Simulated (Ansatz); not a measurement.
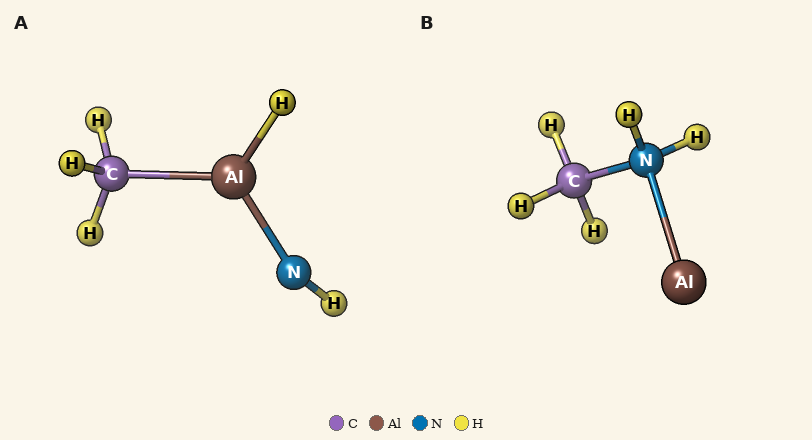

2 stationary structures of one formula. Charge 0, doublet. Geometries: PBE0-D4/def2-TZVP. Electronic energies: UHF-CCSD(T) (frozen core)/def2-TZVPP (Ansatz 0.2.0), without zero-point energy. No frequency run is at hand to confirm each as a minimum. Each is one conformer, not always the lowest.

> Rank them by energy, lowest first.

A is lowest; B lies 6.9 kcal/mol above it (Cs).
